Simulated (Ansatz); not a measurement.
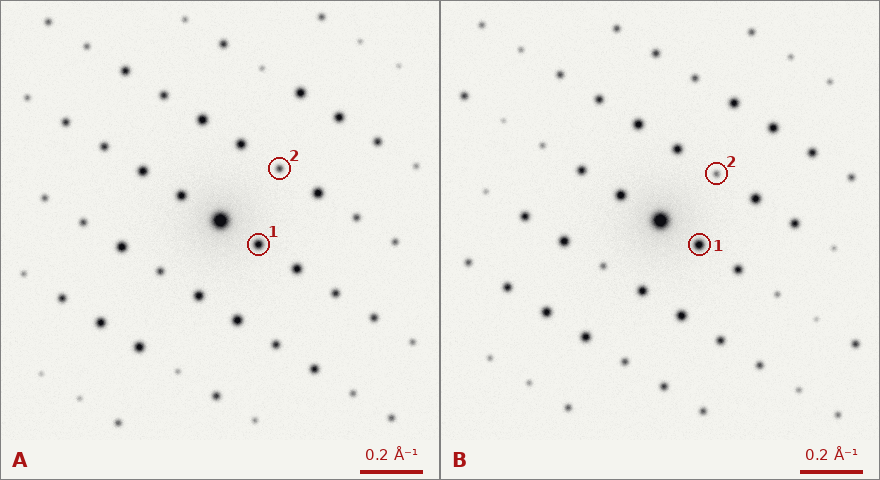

Kinematic electron diffraction patterns (200 kV, B = 0.5 Å², same scale) along [101] of the run's own cell, for the start and the end of one relaxation of Si2Br with DFT PBE, scalar-relativistic, plane waves, PAW in Ansatz. k mesh 6×6×8. The start is a generated model structure, and the relaxation ends in the nearest stationary point of its symmetry, not necessarily the ground state. Spot 1 is 0 -1 0 and spot 2 is 1 -1 -1 in both.

Start structure:

```
Si Br
1.0
     7.70338    0.00000    0.00000
    -3.85169    6.67132    0.00000
     0.00000    0.00000    5.47598
Si Br
6 3
Direct
  0.13945 0.19249 0.29859
  0.80751 0.94695 0.63192
  0.05305 0.86055 0.96525
  0.19249 0.13945 0.70141
  0.94695 0.80751 0.36808
  0.86055 0.05305 0.03475
  0.57760 0.00000 0.33333
  0.00000 0.57760 0.66667
  0.42240 0.42240 0.00000
```

Q: Which pattern belongs to the start structure, and which to the relaxed one?

A: B is the start: its cell gives d(1) = 6.671 Å, d(2) = 4.233 Å and an angle of 71.5°. A is the relaxed structure, with d(1) = 6.773 Å (+1.5 %), d(2) = 3.929 Å (-7.2 %) and 73.1°.

Q: Name reflections whose intensity changes strongly on relaxation.

A: 0 4 0 goes from 0.44 to 26 % of the strongest spot; 0 3 0 goes from 2.6 to 30 % of the strongest spot; 2 0 -2 goes from 13 to 1.2 % of the strongest spot.

Q: Summarise the relaxation behind the change.

A: The volume changed by -9.2 % to 28.38 Å³ an atom; with the mean shift removed, the atoms moved by up to 0.36 Å relative to the cell (Br most); the space group stayed P3_121 (No. 152); the free energy fell by 27 meV an atom. Relaxed cell: a = 7.820 Å, b = 7.820 Å, c = 4.823 Å, α = 90.00°, β = 90.00°, γ = 120.00°.
